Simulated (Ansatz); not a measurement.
Three curves of one kind of scan: energy against volume (even scaling of the relaxed cell, symmetry kept). These are PBEsol (plane waves to 420 eV, PAW, scalar-relativistic; Ansatz, a quantum-chemistry and plane-wave program) values and carry that method's errors. Each is measured from its own zero (the relaxed starting cell). 

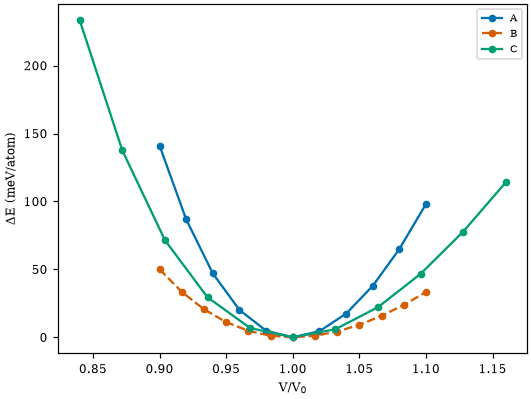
Figure. Curves A, B and C.

| V/V₀ | ΔE (meV/atom) |
|---|---|
| 0.900 | 50.1 |
| 0.933 | 20.6 |
| 0.967 | 4.8 |
| 1.000 | 0.0 |
| 1.033 | 4.2 |
| 1.067 | 15.8 |
| 1.100 | 33.3 |

Which curve does this table belong to?

Curve B, which is CuI (zinc blende). The others: A is TaN (rock salt); C is Ag (fcc, Cu type).

All were relaxed with their symmetry unable to fall. CuI is run without spin polarisation. Spin-orbit coupling is left out. TaN is run without spin polarisation. The PAW data are Ansatz's earlier set. This is a high-temperature form of TaN.

(Under strain, the slope of the energy per volume gives the stress and its curvature an elastic modulus.)
